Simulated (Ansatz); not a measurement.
# Ligand exchange: BrF + GaH2I → IBr + GaH2F

Species: BrF (bromine fluoride), singlet; GaH2I `[GaH2][I]`, singlet; IBr (iodine monobromide), singlet; GaH2F `[F][GaH2]`, singlet. The partners trade F for I: Br–F and Ga–I bonds give way to Br–I and Ga–F.

Shapes, held fixed at every level: PBE0-D4/def2-TZVP. Programs: Ansatz 0.2.0. The zero-point and thermal change to 298 K, harmonic and unscaled (PBE0-D4/def2-TZVP), is +0.6 kJ/mol.

| level | kind | ΔH(298 K) (kJ/mol) | less CCSD(T)/def2-TZVPP | CPU time (sum over the molecules) |
| --- | --- | --- | --- | --- |
| HF/def2-SVP | Hartree–Fock | -169.9 | -15.0 | – |
| HF/def2-TZVPP | Hartree–Fock | -166.4 | -11.5 | – |
| SPW92/def2-TZVPP | LDA | -149.9 | +5.0 | 5.1 s |
| PBE-D4/def2-TZVPP | GGA | -148.5 | +6.4 | 8.7 s |
| r2SCAN0-D4/def2-TZVPP | global hybrid | -159.7 | -4.8 | 15 s |
| wB97M-V/def2-TZVPP | range-separated hybrid | -154.6 | +0.3 | 30 s |
| B2PLYP/def2-TZVPP | double hybrid | -159.4 | -4.5 | 19 s |
| CCSD(T)/def2-TZVPP | coupled cluster or CI | -154.9 | 0.0 | 43 s |

The highest level, CCSD(T)/def2-TZVPP, gives ΔH(298 K) = -154.9 kJ/mol; the levels span -169.9 to -148.5. The column of differences is taken from that level and isn't an error. No measured value is set beside it here. For atoms past krypton def2 sets carry core potentials with scalar relativity. Relativity is left out for Br, Ga. Outer-core shells of Br, Ga, I are correlated in most correlated rows, in sets that cover them unevenly. Times are processor times on shared x86 and Arm servers, and rough.

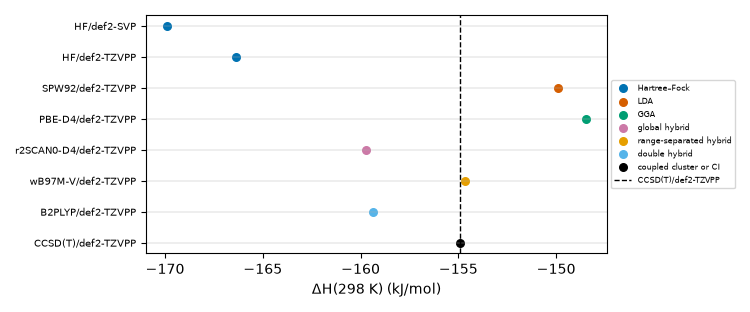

The values of the table, level by level.
